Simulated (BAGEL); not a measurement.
# PH3 (phosphine): a chain of runs

We compute a series of 15 runs (B3LYP/cc-pVDZ, RI-MP2/cc-pVDZ) of H3P. 

The results are computed with BAGEL 1.2.2.

1 further run of the same task is left out (set aside as unsound or not needed).

## (1) The molecule

PH3: 4 atoms, total charge 0, spin state singlet. As SMILES, `P`. One bond was lengthened or shortened from a relaxed shape.

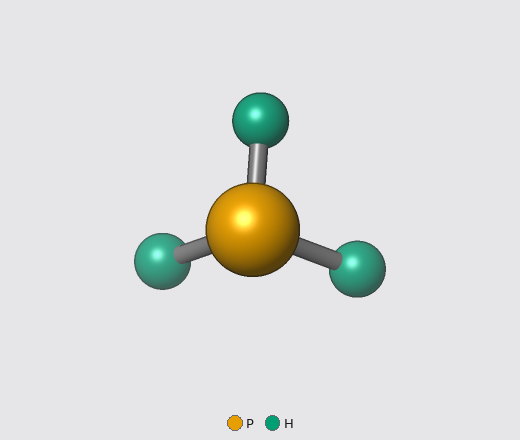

The structure, seen from a chosen angle (phosphorus amber, hydrogen teal).

## (2) A single-point energy at B3LYP/cc-pVDZ (density fitting with svp-jkfit) (run 1)

Input file input.json:

```json
{ "bagel": [

{
  "title": "molecule",
  "basis": "cc-pvdz.json",
  "df_basis": "svp-jkfit",
  "geometry": [
    { "atom": "P", "xyz": [  0.73460835, -0.53407818, -0.24342696 ] },
    { "atom": "H", "xyz": [  1.19222821, -0.06425069,  1.94074873 ] },
    { "atom": "H", "xyz": [ -1.81935650, -1.16997102,  0.27738156 ] },
    { "atom": "H", "xyz": [  0.13499825,  2.01705209, -0.81809267 ] }
  ]
},
{
  "title": "ks",
  "xc_func": "b3lyp"
},
{
  "title": "print",
  "file": "orbitals.molden",
  "orbitals": true
}

]}
```

The basis set cc-pVDZ is read from a file made from the Basis Set Exchange's data (not shown).

The run is started by

```
$ BAGEL_NUM_THREADS=1 BAGEL input.json > input.out
```

The log of the run:

```text
* using 1 threads per process

  ===============================================================
  ===============================================================

  *** Geometry ***

  { "atom" : "P", "xyz" : [      0.734608,     -0.534078,     -0.243427 ] },
  { "atom" : "H", "xyz" : [      1.192228,     -0.064251,      1.940749 ] },
  { "atom" : "H", "xyz" : [     -1.819357,     -1.169971,      0.277382 ] },
  { "atom" : "H", "xyz" : [      0.134998,      2.017052,     -0.818093 ] },

  Number of auxiliary basis functions:      182

  Since a DF basis is specified, we compute 2- and 3-index integrals:
    o Being stored without compression. Storage requirement is 0.002 GB

  Number of basis functions:       33
  Number of electrons      :       18

    * METHOD: MOLECULE                             0.04

  *** Kohn-Sham DFT ***

    * Removing 4935 points whose weight is below 1.00e-10
    * Grid points: 54689

  === Nuclear Repulsion ===
    18.5693085701

       - DIIS with orbital gradients will be used.

  === KS iteration (b3lyp / cc-pvdz.json) ===
      0       -337.17562477          0.06661049           0.09
      1       -340.23509738          0.12040424           0.08
      2       -341.28765497          0.10262048           0.07
      3       -343.11491630          0.01597831           0.07
      4       -343.12906574          0.00562402           0.07
      5       -343.13122709          0.00124140           0.07
      6       -343.13144712          0.00025908           0.07
      7       -343.13145373          0.00009930           0.07
      8       -343.13145483          0.00000155           0.07
      9       -343.13145483          0.00000016           0.07
     10       -343.13145483          0.00000003           0.07
     11       -343.13145483          0.00000000           0.07
    * SCF iteration converged.

    * Permanent dipole moment:
           (    0.146327,    -0.175384,    -0.249104) a.u.

    * METHOD: KS                                   1.08

    * METHOD: PRINT                                0.01

  ===============================================================
```

Run time: 1.3 s. Hardware: 1 thread of Arm Neoverse N1, shared host.

## (3) Bond 2-1 at 1.420 A: a single-point energy at RI-MP2/cc-pVDZ (density fitting with svp-jkfit) (run 2)

Input file input.json:

```json
{ "bagel" : [

{
  "title" : "molecule",
  "basis" : "cc-pvdz.json",
  "df_basis" : "svp-jkfit",
  "geometry" : [
    { "atom" : "P", "xyz" : [  0.65383768, -0.61700314, -0.62893298 ] },
    { "atom" : "H", "xyz" : [  1.19222821, -0.06425069,  1.94074873 ] },
    { "atom" : "H", "xyz" : [ -1.90012718, -1.25289598, -0.10812446 ] },
    { "atom" : "H", "xyz" : [  0.05422758,  1.93412713, -1.20359869 ] }
  ]
},
{
  "title" : "hf"
},
{
  "title" : "mp2",
  "ncore" : 5
}

]}
```

The basis set cc-pVDZ is read from a file made from the Basis Set Exchange's data (not shown).

The run is started by

```
$ BAGEL_NUM_THREADS=1 BAGEL input.json > input.out
```

The log of the run:

```text
* using 1 threads per process

  ===============================================================
  ===============================================================

  *** Geometry ***

  { "atom" : "P", "xyz" : [      0.653838,     -0.617003,     -0.628933 ] },
  { "atom" : "H", "xyz" : [      1.192228,     -0.064251,      1.940749 ] },
  { "atom" : "H", "xyz" : [     -1.900127,     -1.252896,     -0.108124 ] },
  { "atom" : "H", "xyz" : [      0.054228,      1.934127,     -1.203599 ] },

  Number of auxiliary basis functions:      182

  Since a DF basis is specified, we compute 2- and 3-index integrals:
    o Being stored without compression. Storage requirement is 0.002 GB

  Number of basis functions:       33
  Number of electrons      :       18

    * METHOD: MOLECULE                             0.04

  *** RHF ***

  === Nuclear Repulsion ===
    17.5425480648

      * DIIS with orbital gradients will be used.

  === RHF iteration (cc-pvdz.json) ===
      0       -342.44529187          0.01153312           0.00
      1       -342.46765868          0.00402982           0.00
      2       -342.47030555          0.00046500           0.00
      3       -342.47034255          0.00012016           0.00
      4       -342.47034645          0.00001738           0.00
      5       -342.47034654          0.00000256           0.00
      6       -342.47034654          0.00000064           0.00
      7       -342.47034654          0.00000015           0.00
      8       -342.47034654          0.00000002           0.00
      9       -342.47034654          0.00000000           0.00
    * SCF iteration converged.

    * Permanent dipole moment:
           (    0.168985,    -0.159506,    -0.162466) a.u.

    * METHOD: HF                                   0.08

  *** RHF ***

  === Nuclear Repulsion ===
    17.5425480648

      * DIIS with orbital gradients will be used.

  === RHF iteration (cc-pvdz.json) ===
      0       -342.47034654          0.00000000           0.00
    * SCF iteration converged.

    * Permanent dipole moment:
           (    0.168985,    -0.159506,    -0.162466) a.u.

  === DF-MP2 calculation ===

    * freezing 5 orbitals
    * 3-index integral transformation done
    * assembly done

      MP2 correlation energy:   -0.1345291024      0.00

      MP2 total energy:       -342.6048756453

    * METHOD: MP2                                  0.01

  ===============================================================
```

Run time: 0.28 s. Hardware: 1 thread of Arm Neoverse N1, shared host.

Runs 3 to 14 aren't shown in full; the table further down has their settings and results.

## (4) Bond 2-1 at 3.975 A: the energy at B3LYP/cc-pVDZ (density fitting with svp-jkfit) (run 15)

Input file dft.json:

```json
{ "bagel" : [

{
  "title" : "molecule",
  "basis" : "cc-pvdz.json",
  "df_basis" : "svp-jkfit",
  "angstrom" : false,
  "geometry" : [
    { "atom" : "P", "xyz" : [    -0.31524789,    -1.61194016,    -5.25429089 ] },
    { "atom" : "H", "xyz" : [     1.19222821,    -0.06425069,     1.94074873 ] },
    { "atom" : "H", "xyz" : [    -2.86921275,    -2.24783300,    -4.73348237 ] },
    { "atom" : "H", "xyz" : [    -0.91485799,     0.93919010,    -5.82895661 ] }
  ]
},

{ "title" : "ks", "xc_func" : "b3lyp" },

{ "title" : "print", "file" : "orbitals.molden", "orbitals" : true }

]}
```

The basis set cc-pVDZ is read from a file made from the Basis Set Exchange's data (not shown).

The run is started by

```
$ BAGEL_NUM_THREADS=1 BAGEL dft.json > dft.out
```

The log of the run:

```text
* using 1 threads per process

  ===============================================================
  ===============================================================

  *** Geometry ***

  { "atom" : "P", "xyz" : [     -0.315248,     -1.611940,     -5.254291 ] },
  { "atom" : "H", "xyz" : [      1.192228,     -0.064251,      1.940749 ] },
  { "atom" : "H", "xyz" : [     -2.869213,     -2.247833,     -4.733482 ] },
  { "atom" : "H", "xyz" : [     -0.914858,      0.939190,     -5.828957 ] },

  Number of auxiliary basis functions:      182

  Since a DF basis is specified, we compute 2- and 3-index integrals:
    o Being stored without compression. Storage requirement is 0.002 GB

  Number of basis functions:       33
  Number of electrons      :       18

    * METHOD: MOLECULE                             0.04

  *** Kohn-Sham DFT ***

    * Removing 3475 points whose weight is below 1.00e-10
    * Grid points: 56149

  === Nuclear Repulsion ===
    13.6816671166

       - DIIS with orbital gradients will be used.

  === KS iteration (b3lyp / cc-pvdz.json) ===
      0       -337.26871595          0.05337872           0.09
      1       -337.82917920          0.12120260           0.08
      2       -340.50819761          0.07884746           0.07
      3       -342.64009378          0.02321858           0.07
      4       -342.59442027          0.02856055           0.07
      5       -342.70630421          0.02039815           0.07
      6       -342.84418024          0.02239061           0.07
      7       -342.80854254          0.02242747           0.07
      8       -342.66690479          0.01963048           0.07
      9       -342.72137102          0.02197938           0.07
     10       -342.79224710          0.02267593           0.07
     11       -342.73251432          0.02252964           0.07
     12       -342.51885124          0.02885739           0.07
     13       -342.68540192          0.01730226           0.07
     14       -342.70012719          0.01914644           0.07
     15       -342.83312546          0.02135886           0.07
     16       -342.73885800          0.01891507           0.07
     17       -342.70633485          0.01926955           0.08
     18       -342.70923285          0.02024534           0.07
     19       -342.37933484          0.03534619           0.07
     20       -342.61392616          0.01803641           0.07
     21       -342.68989178          0.01981780           0.07
     22       -342.71199232          0.01946810           0.07
     23       -342.67585041          0.01943697           0.07
     24       -342.68725628          0.01951399           0.07
     25       -342.70369286          0.02035590           0.07
     26       -342.83829332          0.02122011           0.07
     27       -342.78764958          0.02090091           0.07
     28       -342.76732175          0.02025537           0.07
     29       -342.77268129          0.02060818           0.07
     30       -342.73788530          0.01963920           0.07
     31       -342.59421302          0.02130898           0.07
     32       -342.73362365          0.02214079           0.07
     33       -342.79429083          0.02065669           0.07
     34       -342.77825139          0.02032642           0.07
     35       -342.86769296          0.02074692           0.07
     36       -342.76242422          0.02000299           0.07
     37       -342.74201163          0.01993550           0.07
     38       -342.69254129          0.01756873           0.07
     39       -342.94107094          0.01387099           0.07
     40       -342.72049773          0.02812773           0.07
     41       -342.86548634          0.02103125           0.07
     42       -342.84133614          0.02176653           0.07
     43       -342.82488663          0.02197406           0.07
     44       -342.95568890          0.01004950           0.07
     45       -342.89502440          0.01923719           0.07
     46       -342.85488496          0.02110763           0.07
     47       -342.96885126          0.00349010           0.07
     48       -342.97013043          0.00183197           0.07
     49       -342.97059947          0.00004172           0.07
     50       -342.97059906          0.00006671           0.07
     51       -342.97059922          0.00005836           0.07
     52       -342.97059968          0.00001158           0.07
     53       -342.97059970          0.00000058           0.07
     54       -342.97059970          0.00000008           0.07
     55       -342.97059970          0.00000002           0.07
     56       -342.97059970          0.00000001           0.07
    * SCF iteration converged.

    * Permanent dipole moment:
           (    0.438497,     0.001665,     0.787473) a.u.

    * METHOD: KS                                   4.33

    * METHOD: PRINT                                0.01

  ===============================================================
```

It took 4.8 s on 1 thread of Arm Neoverse N1, shared host.

## (5) Overview of the runs

```csv
run,level,frozen core orbitals,partner,energy (Eh),dipole moment (D),HOMO energy (eV),LUMO energy (eV),wall time
1,B3LYP/cc-pVDZ (density fitting with svp-jkfit),–,bond 2-1 at 1.207 A,-343.131455,0.86,-7.44,0.99,1.3 s
2,RI-MP2/cc-pVDZ (density fitting with svp-jkfit),5,bond 2-1 at 1.420 A,-342.604876,–,–,–,0.28 s
3,B3LYP/cc-pVDZ (density fitting with svp-jkfit),–,bond 2-1 at 1.420 A,-343.159913,0.73,-7.51,0.99,1.3 s
4,RI-MP2/cc-pVDZ (density fitting with svp-jkfit),5,bond 2-1 at 1.633 A,-342.591933,–,–,–,0.28 s
5,B3LYP/cc-pVDZ (density fitting with svp-jkfit),–,bond 2-1 at 1.633 A,-343.149336,0.66,-7.58,-0.02,1.4 s
6,RI-MP2/cc-pVDZ (density fitting with svp-jkfit),5,bond 2-1 at 1.917 A,-342.555422,–,–,–,0.28 s
7,B3LYP/cc-pVDZ (density fitting with svp-jkfit),–,bond 2-1 at 1.917 A,-343.116758,0.76,-7.63,-1.40,1.4 s
8,RI-MP2/cc-pVDZ (density fitting with svp-jkfit),5,bond 2-1 at 2.272 A,-342.508406,–,–,–,0.3 s
9,B3LYP/cc-pVDZ (density fitting with svp-jkfit),–,bond 2-1 at 2.272 A,-343.073899,1.11,-7.49,-2.75,1.4 s
10,RI-MP2/cc-pVDZ (density fitting with svp-jkfit),5,bond 2-1 at 2.698 A,-342.464764,–,–,–,0.3 s
11,B3LYP/cc-pVDZ (density fitting with svp-jkfit),–,bond 2-1 at 2.698 A,-343.032518,1.54,-7.08,-3.81,1.4 s
12,RI-MP2/cc-pVDZ (density fitting with svp-jkfit),5,bond 2-1 at 3.265 A,-342.431174,–,–,–,0.3 s
13,B3LYP/cc-pVDZ (density fitting with svp-jkfit),–,bond 2-1 at 3.265 A,-342.995861,1.97,-6.62,-4.60,1.6 s
14,RI-MP2/cc-pVDZ (density fitting with svp-jkfit),5,bond 2-1 at 3.975 A,-342.421841,–,–,–,0.3 s
15,B3LYP/cc-pVDZ (density fitting with svp-jkfit),–,bond 2-1 at 3.975 A,-342.970600,2.29,-6.28,-5.08,4.8 s
```

## (6) Outcome

| quantity | value |
| --- | --- |
| bond 2-1 at 3.975 A, run 15: total energy | -342.97060 Eh |
| bond 2-1 at 3.975 A, run 15: dipole moment | 2.29 D |
| bond 2-1 at 3.975 A, run 15: HOMO energy | -6.28 eV |
| bond 2-1 at 3.975 A, run 15: LUMO energy | -5.08 eV |
| bond 2-1 at 3.975 A, run 15: HOMO–LUMO gap | 1.20 eV |

**Reading.** In runs 10, 11, 12, 13, 14, 15 a closed-shell determinant meets a far-stretched bond, which it describes badly. All runs together took 17 s, the longest 4.8 s.
